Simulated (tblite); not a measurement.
## Run report: C$_{6}$H$_{9}$GeNS, geometry relaxation

The run: geometry relaxation of C$_{6}$H$_{9}$GeNS. Method and program: GFN2-xTB geometry optimisation, gas phase (tblite 0.8.0).

It belongs to a series of runs on one base structure; here: constitutional isomer.

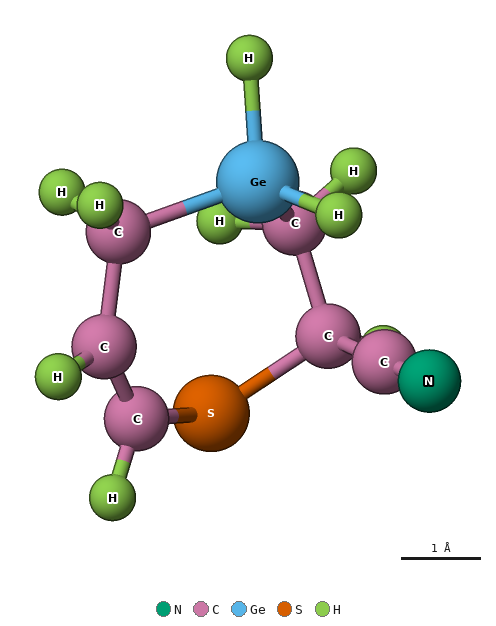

Fig. 1: The structure as given in the input (ball-and-stick view, seen at a tilt). Sticks mark near contacts.

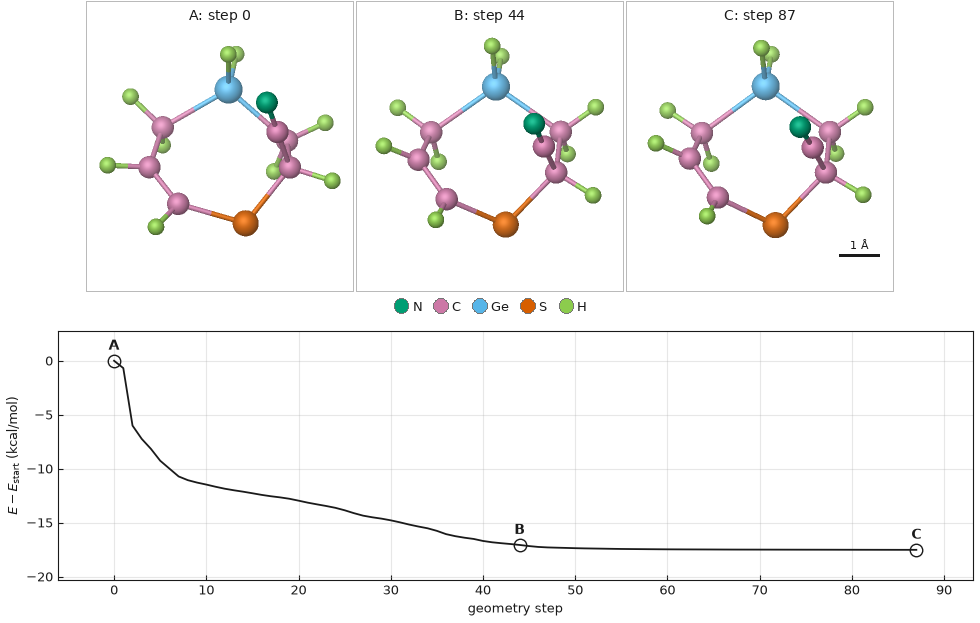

Fig. 2: Frames of the relaxation (ball-and-stick view, seen at a tilt) above the curves, on which the letters mark them (steps are counted from 0).

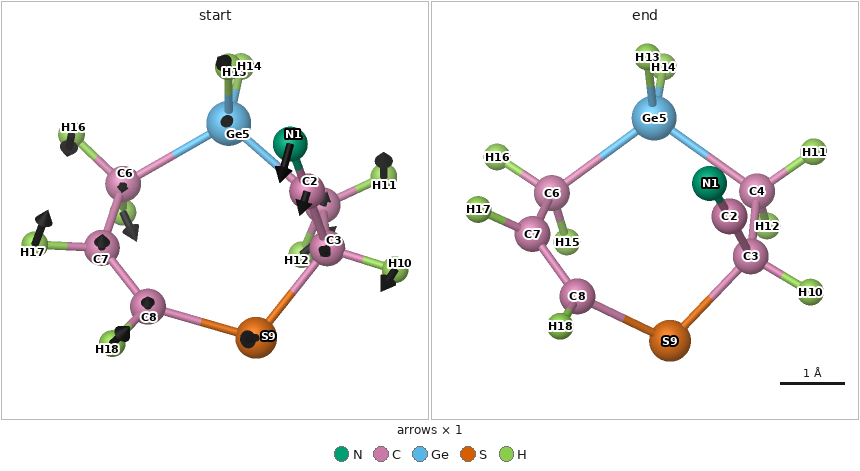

Fig. 3: Before (left) and after (right) the relaxation, at one scale (ball-and-stick view, seen at a tilt). The black arrows give the displacements, at true length. The largest moves after the best rigid fit, 0.73 Å, are those of H12 and H17. Largest moves by element: H 0.73 Å, N 0.65 Å, S 0.50 Å, C 0.41 Å, Ge 0.22 Å. Distances before and after: Ge5–C6 1.923 → 1.992 Å, C3–S9 1.792 → 1.860 Å, Ge5–H14 1.574 → 1.507 Å, Ge5–H13 1.539 → 1.501 Å. Among the angles that change: C3–S9–C8 112.1° → 101.5°, C7–C8–S9 133.1° → 123.1°, C7–C8–H18 113.1° → 123.1°. The energy falls by 17.5 kcal/mol in 87 geometry steps. Largest force component: 2.4 eV/Å at the start, 0.008 eV/Å at the end. (Atoms are counted from 1 in the order of the input.)

These pictures come from the run below.

Input file
```
{"job": {"kind": "relax", "xc": "GFN2-xTB", "basis": "xTB"}, "charge": 0, "multiplicity": 1}
N     -1.920700     0.219300     2.231300
C     -1.818800     0.474500     1.099400
C     -1.678900     0.762000    -0.300700
C     -1.267900    -0.445100    -1.095000
Ge    -0.047800    -1.492500     0.012500
C      1.699400    -0.693700    -0.076300
C      1.810400     0.678900     0.443900
C      1.049100     1.734800     0.288600
S     -0.447800     2.026700    -0.612000
H     -2.687400     1.077400    -0.681200
H     -2.128300    -1.028400    -1.472700
H     -0.651400    -0.070400    -1.929000
H     -0.534100    -1.705800     1.457500
H      0.071700    -2.878200    -0.725400
H      2.068800    -0.758600    -1.117400
H      2.368200    -1.333200     0.553300
H      2.691100     0.831900     1.087500
H      1.415600     2.606700     0.824100
```

The first line tells a small driver script what to run in tblite; the rest is the geometry in Å.

Launched with:
```bash
OMP_NUM_THREADS=1 python <driver script> task.json out
```

What the program printed
```
step      E/eV     max force
  0    -691.56882    2.493
  1    -691.59838    8.108
  2    -691.82939    1.280
  3    -691.88281    0.856
  4    -691.92305    0.444
  5    -691.97041    0.730
  6    -692.00211    0.591
  7    -692.03365    0.326
  8    -692.04862    0.319
  9    -692.05833    0.275
 10    -692.06628    0.199
 11    -692.07503    0.249
 12    -692.08296    0.219
 13    -692.08928    0.254
 14    -692.09493    0.242
 15    -692.10120    0.223
 16    -692.10772    0.229
 17    -692.11320    0.193
 18    -692.11774    0.170
 19    -692.12326    0.166
 20    -692.13090    0.278
 21    -692.13895    0.271
 22    -692.14581    0.197
 23    -692.15238    0.193
 24    -692.15974    0.235
 25    -692.16952    0.336
 26    -692.18108    0.317
 27    -692.19115    0.190
 28    -692.19776    0.153
 29    -692.20317    0.195
 30    -692.20995    0.213
 31    -692.21805    0.207
 32    -692.22703    0.184
 33    -692.23489    0.341
 34    -692.24196    0.408
 35    -692.25221    0.294
 36    -692.26541    0.144
 37    -692.27363    0.176
 38    -692.27981    0.190
 39    -692.28478    0.152
 40    -692.29282    0.203
 41    -692.29820    0.206
 42    -692.30190    0.173
 43    -692.30523    0.148
 44    -692.30906    0.179
 45    -692.31339    0.177
 46    -692.31686    0.169
 47    -692.31882    0.127
 48    -692.31987    0.078
 49    -692.32083    0.092
 50    -692.32189    0.086
 51    -692.32269    0.069
 52    -692.32327    0.067
 53    -692.32385    0.053
 54    -692.32447    0.052
 55    -692.32501    0.055
 56    -692.32538    0.048
 57    -692.32567    0.041
 58    -692.32597    0.050
 59    -692.32626    0.043
 60    -692.32651    0.028
 61    -692.32668    0.034
 62    -692.32682    0.037
 63    -692.32694    0.031
 64    -692.32707    0.030
 65    -692.32720    0.028
 66    -692.32734    0.028
 67    -692.32746    0.022
 68    -692.32754    0.020
 69    -692.32759    0.015
 70    -692.32763    0.017
 71    -692.32769    0.019
 72    -692.32776    0.020
 73    -692.32783    0.024
 74    -692.32788    0.020
 75    -692.32793    0.017
 76    -692.32797    0.016
 77    -692.32802    0.019
 78    -692.32808    0.025
 79    -692.32815    0.027
 80    -692.32821    0.032
 81    -692.32827    0.025
 82    -692.32831    0.019
 83    -692.32837    0.021
 84    -692.32843    0.021
 85    -692.32848    0.016
 86    -692.32850    0.011
 87    -692.32851    0.010
```

Trajectory as extended XYZ (Å, eV, eV/Å), 6 of the 88 frames kept, from step=0 to step=87
```
18
Properties=species:S:1:pos:R:3:forces:R:3 step=0 energy=-691.56882
N    -1.9207    0.2193    2.2313    0.2140   0.7140  -2.3790
C    -1.8188    0.4745    1.0994   -0.4160  -0.2450   2.3240
C    -1.6789    0.7620   -0.3007   -1.3950  -0.4540   0.1610
C    -1.2679   -0.4451   -1.0950    0.0590  -0.8060  -0.4300
Ge   -0.0478   -1.4925    0.0125   -0.5490  -2.0390   0.1010
C     1.6994   -0.6937   -0.0763    1.1850  -0.5860   0.1780
C     1.8104    0.6789    0.4439    1.0520  -0.4630   0.4900
C     1.0491    1.7348    0.2886   -0.3330   0.5970   0.5720
S    -0.4478    2.0267   -0.6120    0.4470   1.7150  -0.1630
H    -2.6874    1.0774   -0.6812    0.8160   0.5260   0.2920
H    -2.1283   -1.0284   -1.4727    0.3970   0.3210   0.1100
H    -0.6514   -0.0704   -1.9290   -0.5150  -0.3630  -0.1260
H    -0.5341   -1.7058    1.4575    0.2920  -0.1460  -0.6370
H     0.0717   -2.8782   -0.7254   -0.0170   0.5200   0.4610
H     2.0688   -0.7586   -1.1174   -0.0880   0.0790   0.3570
H     2.3682   -1.3332    0.5533   -0.2790   0.3380  -0.6240
H     2.6911    0.8319    1.0875   -0.3470   0.0230  -0.3100
H     1.4156    2.6067    0.8241   -0.5240   0.2680  -0.3790
18
Properties=species:S:1:pos:R:3:forces:R:3 step=17 energy=-692.11320
N    -1.9391    0.3945    2.2002   -0.0480  -0.0180  -0.0060
C    -1.8556    0.5458    1.0689    0.1050   0.1100   0.1190
C    -1.6512    0.7656   -0.3308   -0.0440  -0.0590   0.0020
C    -1.2748   -0.5122   -1.0729   -0.0620   0.0520  -0.0290
Ge   -0.0231   -1.6462   -0.0321   -0.0290  -0.0300  -0.0330
C     1.7164   -0.7002   -0.0573    0.0560   0.1100   0.0140
C     1.8003    0.6793    0.5048   -0.0220   0.0370   0.0860
C     1.0354    1.7566    0.3790    0.0130   0.0270  -0.0040
S    -0.4323    2.1406   -0.5210    0.0590  -0.0310  -0.0670
H    -2.5539    1.2191   -0.7536   -0.0300   0.0290  -0.0530
H    -2.1891   -1.0444   -1.3360   -0.0330  -0.0980   0.0530
H    -0.7984   -0.2227   -2.0119    0.0210  -0.0640  -0.0470
H    -0.5140   -1.9417    1.3468   -0.0260   0.0490   0.0740
H     0.1089   -2.9918   -0.6983    0.0650   0.0660  -0.1060
H     2.0392   -0.6530   -1.1028   -0.0410  -0.0470  -0.0570
H     2.4488   -1.3105    0.4685    0.0480  -0.1030  -0.0320
H     2.6844    0.8548    1.1062    0.0410  -0.0840   0.0620
H     1.3893    2.6727    0.8306   -0.0730   0.0550   0.0250
18
Properties=species:S:1:pos:R:3:forces:R:3 step=35 energy=-692.25221
N    -1.9443    0.6789    2.1478    0.1470   0.0380  -0.2520
C    -1.7720    0.7523    1.0171   -0.0940   0.0040   0.0800
C    -1.5701    0.7947   -0.4026    0.0850  -0.0430  -0.0330
C    -1.3874   -0.6086   -0.9831   -0.1760   0.0440  -0.0750
Ge    0.0444   -1.6397   -0.0663   -0.1310  -0.1220  -0.1490
C     1.7455   -0.6288   -0.0945    0.0780   0.1910  -0.0120
C     1.7890    0.6336    0.6850    0.0260   0.1080   0.0070
C     1.0490    1.7110    0.4666   -0.0230   0.0860  -0.0610
S    -0.1464    1.8988   -0.8393    0.1690   0.1120   0.0770
H    -2.4032    1.3289   -0.8806   -0.0250  -0.1380   0.0800
H    -2.3457   -1.1355   -0.9282    0.0670  -0.0360   0.0880
H    -1.1548   -0.5198   -2.0495    0.0640   0.0460   0.1030
H    -0.4258   -2.0858    1.2803    0.0450   0.0140   0.1080
H     0.3266   -2.8610   -0.9011   -0.0890  -0.0730   0.0190
H     1.8750   -0.3713   -1.1522    0.0740  -0.0670  -0.0220
H     2.5679   -1.2781    0.2054   -0.0420   0.0010  -0.0520
H     2.5269    0.7066    1.4743   -0.0620  -0.1160   0.0710
H     1.2168    2.6299    1.0093   -0.1130  -0.0490   0.0240
18
Properties=species:S:1:pos:R:3:forces:R:3 step=52 energy=-692.32327
N    -1.7563    0.7966    2.1080    0.0290   0.0380  -0.0010
C    -1.6624    0.8331    0.9683    0.0020  -0.0470   0.0270
C    -1.5123    0.8123   -0.4554   -0.0130   0.0410  -0.0140
C    -1.3958   -0.6210   -0.9675    0.0130   0.0160   0.0130
Ge    0.0744   -1.6454   -0.1081   -0.0020  -0.0280   0.0090
C     1.7629   -0.5953   -0.1680    0.0290   0.0170   0.0110
C     1.7070    0.5958    0.7194    0.0270   0.0220  -0.0010
C     0.9906    1.6852    0.4904   -0.0320   0.0000   0.0070
S    -0.0623    1.8735   -0.9310    0.0070  -0.0160   0.0030
H    -2.3611    1.3293   -0.9144   -0.0530  -0.0030  -0.0410
H    -2.3478   -1.1306   -0.7958   -0.0020   0.0040  -0.0290
H    -1.2296   -0.5942   -2.0468   -0.0020   0.0120   0.0160
H    -0.2680   -2.0099    1.3065   -0.0230   0.0020  -0.0040
H     0.2393   -2.9199   -0.8943    0.0180  -0.0190   0.0110
H     1.9111   -0.2802   -1.2043   -0.0270   0.0070  -0.0040
H     2.6000   -1.2298    0.1163    0.0230  -0.0240  -0.0160
H     2.2940    0.5589    1.6279    0.0080  -0.0150   0.0060
H     1.0074    2.5479    1.1371   -0.0020  -0.0090   0.0060
18
Properties=species:S:1:pos:R:3:forces:R:3 step=70 energy=-692.32763
N    -1.7115    0.8365    2.1126   -0.0070  -0.0040   0.0140
C    -1.6555    0.8366    0.9699   -0.0070   0.0010  -0.0160
C    -1.5233    0.8076   -0.4559    0.0070   0.0060  -0.0020
C    -1.3885   -0.6214   -0.9755    0.0170   0.0010   0.0010
Ge    0.0727   -1.6470   -0.0980   -0.0030  -0.0070   0.0080
C     1.7627   -0.5942   -0.1751   -0.0020   0.0000   0.0050
C     1.7101    0.5923    0.7178   -0.0010   0.0010   0.0110
C     0.9779    1.6747    0.5036    0.0070   0.0050  -0.0020
S    -0.0711    1.8727   -0.9204   -0.0020  -0.0020   0.0040
H    -2.3762    1.3170   -0.9182   -0.0080  -0.0050   0.0040
H    -2.3408   -1.1397   -0.8359   -0.0090   0.0070  -0.0020
H    -1.1984   -0.5781   -2.0500    0.0030  -0.0070  -0.0030
H    -0.2938   -1.9951    1.3158    0.0070   0.0120  -0.0060
H     0.2464   -2.9348   -0.8617   -0.0010  -0.0040   0.0000
H     1.8846   -0.2727   -1.2128   -0.0090  -0.0020  -0.0060
H     2.6081   -1.2275    0.0882    0.0030   0.0020  -0.0120
H     2.3022    0.5503    1.6229   -0.0030  -0.0020   0.0040
H     0.9855    2.5293    1.1610    0.0060  -0.0020  -0.0030
18
Properties=species:S:1:pos:R:3:forces:R:3 step=87 energy=-692.32851
N    -1.7268    0.8306    2.1122   -0.0040  -0.0040   0.0010
C    -1.6615    0.8310    0.9699    0.0010   0.0000  -0.0070
C    -1.5190    0.8050   -0.4551    0.0020   0.0030  -0.0020
C    -1.3766   -0.6222   -0.9790    0.0020   0.0030   0.0030
Ge    0.0712   -1.6517   -0.0850   -0.0060   0.0020   0.0010
C     1.7545   -0.5920   -0.1849    0.0010  -0.0030  -0.0020
C     1.7081    0.5873    0.7172    0.0030   0.0010   0.0010
C     0.9830    1.6755    0.5080    0.0010   0.0000   0.0020
S    -0.0727    1.8829   -0.9092   -0.0010   0.0020  -0.0020
H    -2.3731    1.3107   -0.9198    0.0000  -0.0010  -0.0020
H    -2.3329   -1.1378   -0.8580   -0.0030   0.0020   0.0000
H    -1.1689   -0.5745   -2.0504    0.0000  -0.0050   0.0050
H    -0.2931   -1.9733    1.3348    0.0020   0.0010  -0.0040
H     0.2391   -2.9498   -0.8325   -0.0020   0.0000   0.0040
H     1.8495   -0.2607   -1.2225    0.0000  -0.0010  -0.0050
H     2.6119   -1.2184    0.0538    0.0030  -0.0020   0.0000
H     2.2980    0.5343    1.6231    0.0070   0.0050  -0.0010
H     1.0007    2.5295    1.1658   -0.0050  -0.0030   0.0080
```

Key numbers

| quantity | value |
| --- | --- |
| outcome | converged |
| total energy | −692.3285 eV |
| hardware | 1 CPU thread, shared host |
| wall time | 0.71 s |
| peak memory | 0.18 GiB |
